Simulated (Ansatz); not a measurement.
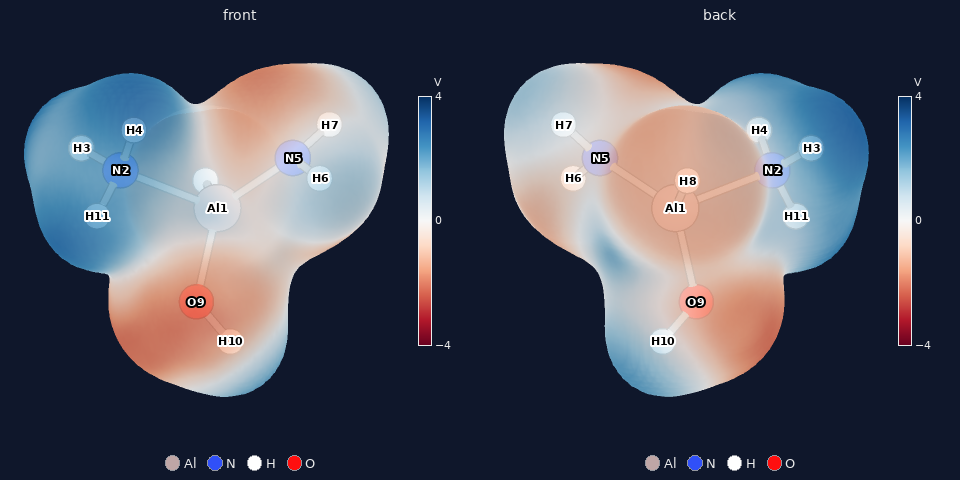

The picture shows: AlH7N2O. The electrostatic potential painted on the density surface at 0.004 e/bohr³, seen from the front and from behind; the colour scale runs from red (negative) to blue (positive).

The calculation used Ansatz 0.2.0, RKS B3LYP-D4/6-31G*.

```yaml
atoms:
  - { symbol: Al, position_ang: [0.0528, -0.5747, 0.0582] }
  - { symbol: N, position_ang: [0.1955, -0.2088, 2.0753] }
  - { symbol: H, position_ang: [-0.5953, 0.3145, 2.4489] }
  - { symbol: H, position_ang: [1.0521, 0.3076, 2.2732] }
  - { symbol: N, position_ang: [1.6057, 0.0912, -0.6052] }
  - { symbol: H, position_ang: [2.4561, -0.4520, -0.7059] }
  - { symbol: H, position_ang: [1.5875, 0.8074, -1.3231] }
  - { symbol: H, position_ang: [-1.2434, 0.2701, -0.3622] }
  - { symbol: O, position_ang: [-0.0723, -2.2966, 0.3637] }
  - { symbol: H, position_ang: [-0.1959, -2.8841, -0.3917] }
  - { symbol: H, position_ang: [0.2357, -1.1180, 2.5380] }
```

**Where is the surface potential most negative and most positive?**

The most negative region (about −2.1 V) lies over O9, the most positive (about +3.1 V) over H3. O9 is the likeliest acceptor of a hydrogen bond.
